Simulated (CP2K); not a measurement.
# Al2H2OF2 (SMILES [F][Al]([F])[O][AlH2]): a first try and a second

Aim: energy and gradient of Al2H2OF2 at PM6.

The results are computed with CP2K 2026.2.

4 further runs of the same task are left out: 1 that didn't finish, 3 set aside as unsound or not needed.

### Step 1. The molecule

Al2H2OF2 has 7 atoms, charge 0, and is taken as a singlet. As SMILES, `[F][Al]([F])[O][AlH2]`. The shape comes from GFN2-xTB, which is rough for such elements, and wasn't checked as a minimum.

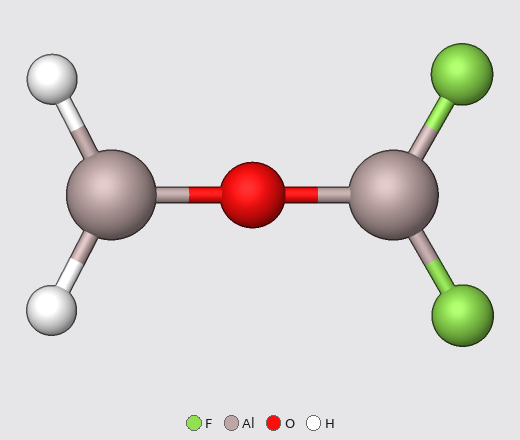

Viewed from a chosen angle; fluorine green, aluminium light grey, oxygen red, hydrogen white.

### Step 2. The input as first written

Contents of molecule.xyz:

```xyz
7

F     -0.178020     2.605530     0.787340
Al     0.604190    -1.497100     0.311130
F      0.501420    -2.673830    -0.823240
O     -0.010980     0.028170    -0.004620
Al    -0.627000     1.557110    -0.323470
H     -0.528020     2.605530     0.787340
H     -1.244950     1.797110    -1.703430
```

Contents of job.inp:

```
&global
    project job
    run_type ENERGY_FORCE
    print_level MEDIUM
&end
&force_eval
    method Quickstep
    &dft
        ! Quickstep
        &qs
            method PM6
            eps_default 1.0E-10
            &se
                &coulomb
                    cutoff [angstrom] 50
                    rc_range [angstrom] 0
                &end
                &exchange
                    cutoff [angstrom] 50
                    rc_range [angstrom] 0
                &end
            &end
        &end
        &poisson
            periodic NONE
            poisson_solver ANALYTIC
        &end
        &scf
            scf_guess ATOMIC
            eps_scf 1.0E-07
            max_scf 36
            &ot
                minimizer CG
                preconditioner FULL_ALL
            &end
            &outer_scf
                eps_scf 1.0E-07
                max_scf 2
            &end
        &end
        ! extra output
        &print
            &moments
                periodic F
                reference COM
                max_moment 1
            &end
            &mo_cubes
                nlumo 5
                nhomo -1
                write_cube F
            &end
            &hirshfeld OFF
            &end
        &end
    &end
    ! structure
    &subsys
        ! vacuum box
        &cell
            abc 9.8 13.3 10.5
            periodic NONE
        &end
        &topology
            coord_file_name molecule.xyz
            coord_file_format XYZ
            &center_coordinates
            &end
        &end
    &end
    &print
        &forces ON
        &end
    &end
&end
```

Command:

```bash
$ OMP_NUM_THREADS=1 cp2k.psmp job.inp > job.out
```

Output:

```text
CP2K| version string:                                       CP2K version 2026.2
[...]
 GLOBAL| Method name                                                        CP2K
[...]
 GLOBAL| Run type                                                   ENERGY_FORCE
[...]
                             - Atoms:                                          7
[...]
                             - Spherical basis functions:                     32
[...]
 *** WARNING in particle_methods.F:720 :: The distance between the atoms 1 ***
 *** and 6 is only 0.350 angstrom and thus smaller than the threshold of   ***
 *** 0.500 angstrom                                                        ***
[...]
 Number of electrons:                                                         28
[...]
     1 OT CG       0.15E+00    0.0     0.33915041        35.5568952175  3.56E+01
[...]
     6 OT CG       0.32E+00    0.0     0.00000006        30.4657021911 -2.54E-12
  *** SCF run converged in     6 steps ***
  Core-core repulsion energy [eV]:                           3693.96187339723429
  Core Hamiltonian energy [eV]:                             -2339.59044543605341
  Two-electron integral energy [eV]:                        -1050.71502235779894
  Electronic energy [eV]:                                   -2864.94795661495255
  Total energy [eV]:                                          829.01391678228117
  Atomic reference energy [eV]:                              1357.69410771403932
  Heat of formation [kcal/mol]:                             50426.68898859193723
[...]
 SE_DIPOLE| Moment [Debye]          3.80994233     -12.79689431      -2.03284923
 SE_DIPOLE| Derivative [a.u.]       0.00000000       0.00000000       0.00000000
 *** WARNING in qs_scf_post_se.F:140 :: Printing of MO cube files not ***
 *** implemented for Semi-Empirical method.                           ***
 ENERGY| Total FORCE_EVAL ( QS ) energy [hartree]             30.465702191126852
 FORCES| Atomic forces [hartree/bohr]
 FORCES|   Atom     x               y               z               |f|
 FORCES|      1  1.44124597E+03  1.14510851E-01  1.08222900E-01   1.44124598E+03
 FORCES|      2  4.62129630E-02 -7.00978804E-02  5.30886778E-02   9.93365919E-02
 FORCES|      3 -6.14876453E-03 -2.86466877E-02 -3.49454239E-02   4.56028801E-02
 FORCES|      4 -4.46292170E-02  1.28497441E-01  4.56447515E-03   1.36103614E-01
 FORCES|      5 -4.20204615E-02 -3.30997186E-01 -3.04567243E-01   4.51758853E-01
 FORCES|      6 -1.44118699E+03  1.60986116E-01  1.82372330E-01   1.44118702E+03
 FORCES|      7 -1.23909451E-02  2.57473465E-02 -8.73571579E-03   2.98793257E-02
 FORCES| Sum    -3.11278781E-13  1.02695630E-15  2.22044605E-16
 FORCES| Total atomic force                                       3.11280554E-13
[...]
```

It took 0.72 s on 1 thread of Arm Neoverse V1, shared host.

### Step 3. Diagnosis

It ran to the end. The result can't be trusted all the same.

Cause: two atoms lie on top of or far too near each other. As the program read them, the closest atoms are 0.35 Å apart, against 1.53 Å in the sound input.

### Step 4. Try two

Changes to molecule.xyz since step 2:

```diff
@@ -2,3 +2,3 @@
 
-F     -0.178020     2.605530     0.787340
+F      1.305350    -1.816990     1.756280
 Al     0.604190    -1.497100     0.311130
```

Contents of mol.inp:

```
&force_eval
 method QUICKSTEP
 &dft
  &qs
   method PM6
   eps_default 1.0E-10
   &se
    &coulomb
     cutoff [angstrom] 50
     rc_range [angstrom] 0
    &end coulomb
    &exchange
     cutoff [angstrom] 50
     rc_range [angstrom] 0
    &end exchange
   &end se
  &end qs
  &poisson
   periodic NONE
   poisson_solver ANALYTIC
  &end poisson
  &scf
   scf_guess ATOMIC
   eps_scf 1.0E-07
   max_scf 40
   &ot
    minimizer CG
    preconditioner FULL_ALL
   &end ot
   &outer_scf
    eps_scf 1.0E-07
    max_scf 8
   &end outer_scf
  &end scf
  &print
   &moments
    periodic F
    reference COM
    max_moment 1
   &end moments
   &mo_cubes
    nlumo 5
    nhomo -1
    write_cube F
   &end mo_cubes
   &hirshfeld OFF
   &end hirshfeld
  &end print
 &end dft
 &subsys
  &cell
   abc 10.6 13.3 11.5
   periodic NONE
  &end cell
  &topology
   coord_file_name molecule.xyz
   coord_file_format XYZ
   &center_coordinates
   &end center_coordinates
  &end topology
 &end subsys
 &print
  &forces ON
  &end forces
 &end print
&end force_eval

&global
 project mol
 run_type ENERGY_FORCE
 print_level MEDIUM
&end global
```

Command:

```bash
$ OMP_NUM_THREADS=1 cp2k.psmp mol.inp > mol.out
```

Output:

```text
CP2K| version string:                                       CP2K version 2026.2
[...]
 GLOBAL| Method name                                                        CP2K
[...]
 GLOBAL| Run type                                                   ENERGY_FORCE
[...]
                             - Atoms:                                          7
[...]
                             - Spherical basis functions:                     32
[...]
 Number of electrons:                                                         28
[...]
     1 OT CG       0.15E+00    0.0     0.41281336       -45.1821487379 -4.52E+01
[...]
    33 OT CG       0.13E+00    0.0     0.00000010       -50.2285267410 -5.47E-13
  *** SCF run converged in    33 steps ***
  Core-core repulsion energy [eV]:                           1494.05400057258885
  Core Hamiltonian energy [eV]:                             -2350.05460335337511
  Two-electron integral energy [eV]:                        -1021.57423783656600
  Electronic energy [eV]:                                   -2860.84172227165800
  Total energy [eV]:                                        -1366.78772169906938
  Atomic reference energy [eV]:                              1357.69410771403932
  Heat of formation [kcal/mol]:                              -209.70373688139722
[...]
 SE_DIPOLE| Moment [Debye]          0.80920959      -2.04264537       0.42700843
 SE_DIPOLE| Derivative [a.u.]       0.00000000       0.00000000       0.00000000
 *** WARNING in qs_scf_post_se.F:140 :: Printing of MO cube files not ***
 *** implemented for Semi-Empirical method.                           ***
 ENERGY| Total FORCE_EVAL ( QS ) energy [hartree]            -50.228526741015486
 FORCES| Atomic forces [hartree/bohr]
 FORCES|   Atom     x               y               z               |f|
 FORCES|      1 -6.10227302E-03  1.27336069E-03 -1.39224653E-02   1.52543182E-02
 FORCES|      2  6.25483126E-03 -1.59819258E-02  3.39681422E-03   1.74952340E-02
 FORCES|      3  1.82704908E-03  9.64067891E-03  1.15375944E-02   1.51458537E-02
 FORCES|      4  9.96195873E-03 -2.45853489E-02  5.21748138E-03   2.70352014E-02
 FORCES|      5 -7.86392356E-03  1.94347172E-02 -4.22718033E-03   2.13873463E-02
 FORCES|      6  1.72327138E-03  9.39607761E-03  1.21504703E-02   1.54560625E-02
 FORCES|      7 -5.80091387E-03  8.22440259E-04 -1.41527147E-02   1.53175175E-02
 FORCES| Sum     2.22044605E-16 -1.49186219E-16 -1.61329283E-16
 FORCES| Total atomic force                                       3.12389936E-16
[...]
```

Wall time 0.65 s (1 thread of Arm Neoverse V1, shared host).

### Step 5. What came out

At PM6:

| quantity | value |
| --- | --- |
| total energy | -50.22853 Eh |
| dipole moment | 2.24 D |
| heat of formation at this unrelaxed shape | -209.7 kcal/mol |
| largest force on an atom | 1.390 eV/Å |

What this shows: The first attempt's energy was +2195.802 eV off this one. The largest force is 1.39 eV/Å: the shape isn't a stationary point for this species at this level.
